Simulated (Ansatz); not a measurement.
**InH2F (SMILES [H][In]([H])[F]) at 6 levels**

Wanted: a comparison of 6 runs (UHF/STO-3G, B2PLYP/STO-3G, UPBE/STO-3G, r2SCAN0/STO-3G, wB97X/STO-3G, CCSDT(Q)/STO-3G) of InH2F. 

The results are computed with Ansatz 0.2.0.

58 further runs of the same task are left out: 2 that didn't finish, 56 set aside as unsound or not needed.

## Step 1: The molecule

InH2F: 4 atoms, total charge 0, spin state singlet. SMILES: `[H][In]([H])[F]`. The H3–In1 distance was set to 2.114 Å, away from the relaxed value.

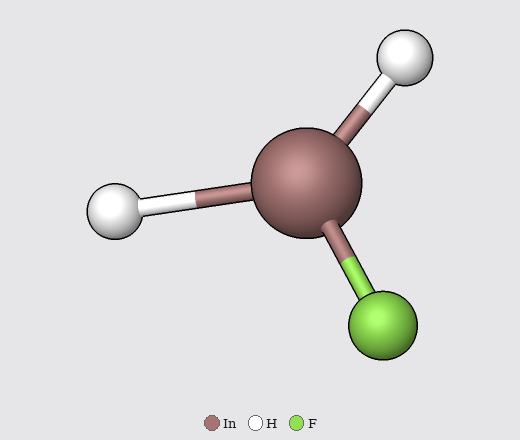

The structure, seen from a chosen angle (indium brown, hydrogen white, fluorine green).

## Step 2: A single-point energy at UHF/STO-3G (run 1)

molecule.yaml reads:

```yaml
crystal:
  periodic: [false, false, false]
  atoms:
    - {symbol: In, position_ang: [0.309307, -0.230632, 0.004477]}
    - {symbol: H, position_ang: [1.991327, -0.421732, 0.018247]}
    - {symbol: H, position_ang: [-0.891440, 1.509340, -0.018860]}
    - {symbol: F, position_ang: [-0.688813, -1.900872, 0.010127]}
basis:
  gaussian: {orbitals: STO-3G}
magnetization: {spin_polarized: true}
hamiltonian: {xc: hf}
accuracy: high
```

Command:

```
$ ansatz run molecule.yaml --threads 1 --pin off --max-ram 2610MiB --events-out events.jsonl --progress --plain --runs-dir runs
```

The program printed:

```text
Warning: RAYON_NUM_THREADS=1 ignored (pool sized by the plan → 1); use --threads N
Functional definition: HF
  name "HF"
  exchange = exact_x
  correlation = 0
621 factors; integrals over basis functions are off by at most 4.0e-9 eV
mean field evaluation 1: about -157334.1958 eV, gradient 1.3e1 eV
mean field evaluation 2: about -157334.2103 eV, gradient 1.3e1 eV
mean field evaluation 4: about -157336.4299 eV, gradient 1.1e0 eV
mean field evaluation 8: about -157336.4484 eV, gradient 4.8e-2 eV
mean field evaluation 16: about -157323.8990 eV, gradient 1.7e1 eV
mean field -157336.44844062 eV, -5782.0078337175 hartree, gradient 9.7e-9 eV, S^2 0.000000; 0 other end points of the search recorded, 0 dependent functions left out
reference -157336.44844062 eV, -5782.0078337175 hartree; 30, 30 occupied and 4, 4 virtual orbitals, 621 factors
Total energy: -157336.44844062 eV, -5782.0078337175 hartree
```

It took 0.56 s on 1 thread of Arm Neoverse V2, shared host; peak memory 0.098 GiB.

## Step 3: A single-point energy at B2PLYP/STO-3G (run 2)

Edit molecule.yaml of step 2 so:

```diff
@@ -9,4 +9,4 @@
   gaussian: {orbitals: STO-3G}
-magnetization: {spin_polarized: true}
-hamiltonian: {xc: hf}
 accuracy: high
+hamiltonian: {xc: {name: B2PLYP}}
+correlation: {frozen_orbitals: {F: 1, H: 0, In: 18}}
```

Command:

```
$ ansatz run molecule.yaml --threads 1 --pin off --max-ram 2610MiB --events-out events.jsonl --progress --plain --runs-dir runs
```

The program printed (excerpt; [...] marks lines left out):

```text
Warning: RAYON_NUM_THREADS=1 ignored (pool sized by the plan → 1); use --threads N
Functional definition: B2PLYP
  name "B2PLYP"
[...]
621 factors; integrals over basis functions are off by at most 4.0e-9 eV
[...]
mean field -157384.80517239 eV, -5783.7849108328 hartree, gradient 4.1e-8 eV, S^2 0.000000; 0 other end points of the search recorded, 0 dependent functions left out
19 core orbitals not correlated: weight in the atoms' cores, before any rotation towards them, 1.000 or more for the frozen orbitals, at most 0.000 for the correlated occupied ones
reference -157384.80518868 eV, -5783.7849114317 hartree; 11, 11 occupied and 4, 4 virtual orbitals, 621 factors
second order -2.51615532 eV of doubles, -0.00000000 eV of singles
Total energy: -157385.48455062 eV, -5783.8098775223 hartree
```

It took 2.1 s on 1 thread of Arm Neoverse V2, shared host; peak memory 0.12 GiB.

Runs 3 to 5 aren't shown in full; the table further down has their settings and results.

## Step 4: The energy at CCSDT(Q)/STO-3G (run 6)

in.yaml reads:

```yaml
crystal:
  periodic: [false, false, false]
  atoms:
    - {symbol: In, position_ang: [0.309307, -0.230632, 0.004477]}
    - {symbol: H, position_ang: [1.991327, -0.421732, 0.018247]}
    - {symbol: H, position_ang: [-0.891440, 1.509340, -0.018860]}
    - {symbol: F, position_ang: [-0.688813, -1.900872, 0.010127]}
basis:
  gaussian:
    orbitals: STO-3G
correlation:
  method: ccsdt_q
  frozen_orbitals: {F: 1, H: 0, In: 18}
accuracy: high
scf:
  omitted_lower_state_checks: [cluster_reference, increment]
```

Command:

```
$ ansatz run in.yaml --threads 1 --pin off --max-ram 2610MiB --events-out events.jsonl --progress --plain --runs-dir runs
```

The program printed (excerpt; [...] marks lines left out):

```text
Warning: RAYON_NUM_THREADS=1 ignored (pool sized by the plan → 1); use --threads N
Functional definition: HF
  name "HF"
[...]
621 factors; integrals over basis functions are off by at most 4.0e-9 eV
[...]
mean field -157336.44844062 eV, -5782.0078337175 hartree, gradient 2.3e-8 eV, S^2 0.000000; 0 other end points of the search recorded, 0 dependent functions left out
19 core orbitals not correlated: weight in the atoms' cores, before any rotation towards them, 1.000 or more for the frozen orbitals, at most 0.000 for the correlated occupied ones
reference -157336.44844062 eV, -5782.0078337175 hartree; 11, 11 occupied and 4, 4 virtual orbitals, 621 factors
second order -1.53868023 eV of doubles, -0.00000000 eV of singles
cycle   1  -1.81952890 eV  change   -2.8e-1 eV  update   1.1e-1
[...]
cycle  30  -2.33973201 eV  change  -1.1e-10 eV  update   2.3e-9
perturbative correction -0.02242039 eV, -0.0008239341 hartree
Total energy: -157338.81059302 eV, -5782.0946412171 hartree
Checks for a lower state left out: cluster_reference, increment
```

It took 0.78 s on 1 thread of Arm Neoverse V2, shared host.

## Step 5: The series

| run | level | frozen core orbitals | energy (Eh) | wall time |
| --- | --- | --- | --- | --- |
| 1 | UHF/STO-3G | – | -5782.007834 | 0.56 s |
| 2 | B2PLYP/STO-3G | 19 | -5783.809878 | 2.1 s |
| 3 | UPBE/STO-3G | – | -5783.698235 | 2.2 s |
| 4 | r2SCAN0/STO-3G | – | -5784.648988 | 3.6 s |
| 5 | wB97X/STO-3G | – | -5784.532480 | 6 s |
| 6 | CCSDT(Q)/STO-3G | 19 | -5782.094641 | 0.78 s |

## Step 6: Outcome

```
                                           quantity           value
                                run 6: total energy  -5782.09464 Eh
run 6: correlation energy (19 core orbitals frozen)       -86.8 mEh
                               run 6: T1 diagnostic           0.020
```

Totals of different functionals can't be ranked against each other. In runs 1, 2, 3, 4, 5, 6 the basis is minimal, so the values are rough. In runs 1, 2, 3, 4, 5, 6 relativity is left out where basis or elements ask for it. All runs together took 15 s, the longest 6 s.
